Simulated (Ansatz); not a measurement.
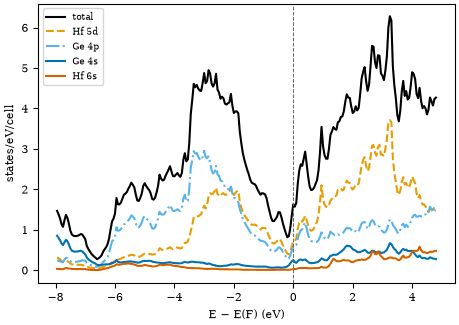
Figure. Total and projected density of states of HfGe2 in space group Cmcm (No. 63; Hf on 4c, Ge on 4c, Ge on 4c), LDA (plane waves, PAW; program Ansatz)

### Question
Which orbitals carry the states next to the Fermi level?

### Answer
Within 0.5 eV of the Fermi level: Hf 5d 48 %, Ge 4p 38 %, Ge 4s 10 %. Projections are on Löwdin-orthogonalised atomic valence shells; empty p or d shells of many metals are not among them.

### Question
Where is the tallest occupied peak in this window, and what makes it?

### Answer
Near -2.8 eV, about 4.9 states/eV per cell; the largest projected share is Ge 4p.

The first step of the workflow began from a Materials Project structure, measured or hypothetical; the Crystallography Open Database files this formula in space group No. 63, but the cells were not matched. Its standing as an ambient phase is unchecked. The cell was relaxed with LDA under the symmetry of its start; whether a distortion lowers the energy is not shown. No spin polarisation was allowed. Spin–orbit coupling is left out wherever it is not named.

Potentials: the later of the program's two PAW sets.
